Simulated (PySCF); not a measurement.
# BrH₅Si₂, SMILES `[SiH3][SiH2]Br`: electronic structure

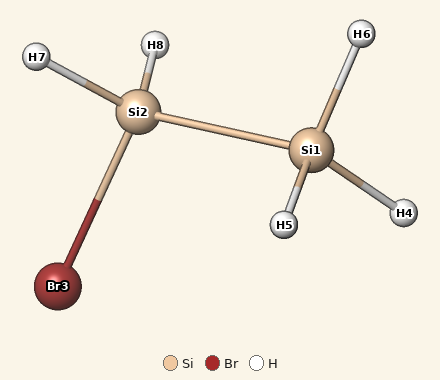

The molecule, with its atoms numbered as below. No frequency check shows the geometry to be a minimum.

Coordinates in Å:

```
Si1      2.3361   -0.4509    0.0008
Si2      0.5018    0.9546    0.0010
Br3     -1.3889   -0.2405    0.0002
H4       2.3417   -1.3108   -1.1901
H5       2.3505   -1.2989    1.1855
H6       3.5470    0.3712   -0.0077
H7       0.3249    1.8075    1.1671
H8       0.3162    1.7956   -1.1879
```

## 1. Bonding charge

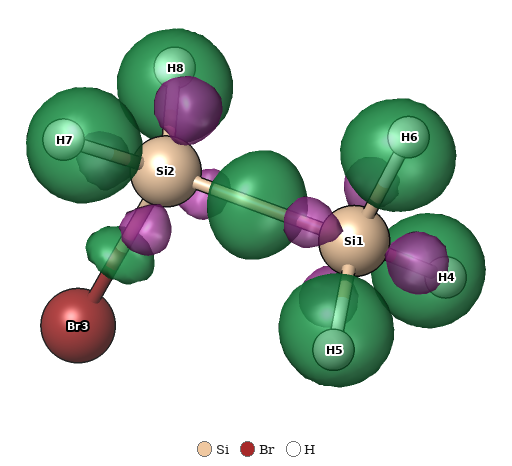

Deformation density (molecule less spherical, spin-averaged free atoms at the same positions), surfaces at ±0.1 e/Å³; green: gain, purple: loss.

Level of theory: B3LYP/def2-TZVP (PySCF), at a geometry from GFN2-xTB.

Question: Describe the bonding that the map shows.

Answer: Si2–H7: +0.24 e/Å³ at the bond critical point (bond length 1.46 Å, Mayer order 0.9). Si2–H8: +0.23 e/Å³ at the bond critical point (bond length 1.47 Å, Mayer order 0.9). Si1–H5: +0.23 e/Å³ at the bond critical point (bond length 1.46 Å, Mayer order 0.9). Si1–Si2: +0.22 e/Å³ at the bond critical point (bond length 2.31 Å, Mayer order 0.9). Si1–H4: +0.22 e/Å³ at the bond critical point (bond length 1.47 Å, Mayer order 0.9). Si1–H6: +0.22 e/Å³ at the bond critical point (bond length 1.46 Å, Mayer order 0.9). Si2–Br3: +0.04 e/Å³ at the bond critical point (bond length 2.24 Å, Mayer order 1.1); up to 0.6 Å beside the axis the gain reaches +0.15 e/Å³. In all, 1.9 electrons gather in the regions of gain relative to the promolecule. A small or negative value marks a very polar bond, one between electron-rich atoms, whose free-atom densities already overlap strongly, a long bond to a heavier atom, or a closed-shell contact such as a hydrogen bond.

Question: Where do the Hirshfeld charges lie?

Answer: The highest Hirshfeld charge is on Si2 (+0.25 e), the lowest on Br3 (−0.13 e).

## 2. Local ionisation energy

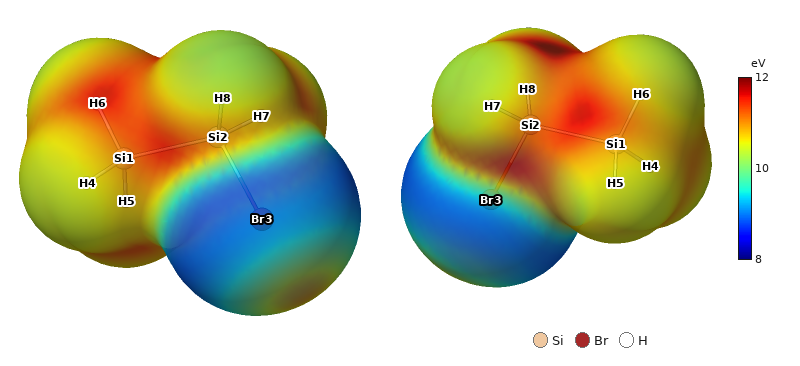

Average local ionisation energy on the surface of electron density 0.001 a.u. (back view left, front view right).

Question: Where are the most loosely bound electrons on this surface?

Answer: The lowest value is 8.8 eV, 2.3 Å from Br3, and at like points elsewhere. Further minima include 10.2 eV, 1.5 Å from H8. For comparison, the highest occupied orbital lies at −7.8 eV.

Question: What volume does the surface enclose, and what is the dipole moment?

Answer: About 133 Å³; the dipole moment is 1.9 D.

## 3. Removing or adding an electron

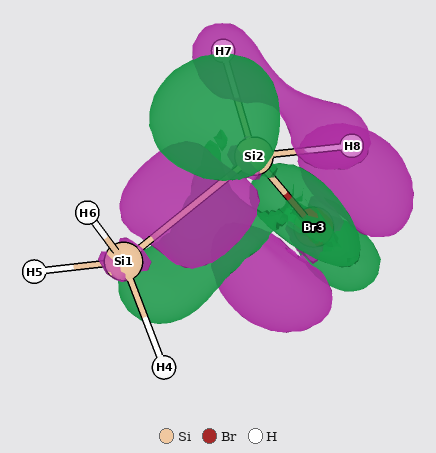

Dual descriptor f⁺ − f⁻ at ±0.03 e/Å³ (green positive, purple negative).

Level of theory: PBE/def2-SVP (PySCF), at a geometry from GFN2-xTB.

Question: Which atoms come out as electrophilic, and which as nucleophilic?

Answer: Electrophilic (positive): Si2 (+0.14). Nucleophilic (negative): Br3 (−0.19). f⁻ (Hirshfeld-condensed) is largest on Br3 (0.43); the vertical ionisation energy is 9.73 eV. f⁺ (Hirshfeld-condensed) is largest on Si2 (0.27), Br3 (0.24) and Si1 (0.17); the vertical electron affinity is −1.11 eV (the stability of the anion's solution wasn't checked; negative, but this basis has no diffuse functions, so it doesn't show that the anion is unbound).

## 4. Localised orbitals

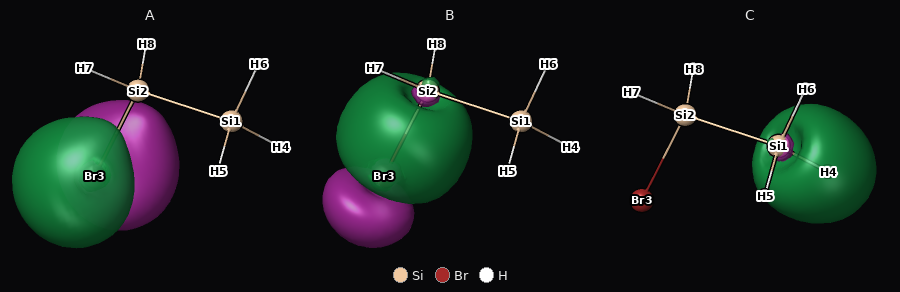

Pipek–Mezey orbitals, occupied; each surface holds about 85 % of the orbital's density. Energies are diagonal elements of the Fock matrix.

Computed with PySCF, BP86/def2-SVP, geometry: GFN2-xTB.

Question: Identify each orbital.

Answer: By panel:
- A: lone pair on Br3 (p-type) (Br3 97 %; −7.1 eV)
- B: σ bond Br3–Si2 (Br3 69 %, Si2 30 %; −11.9 eV)
- C: σ bond H4–Si1 (H4 52 %, Si1 47 %; −10.2 eV)
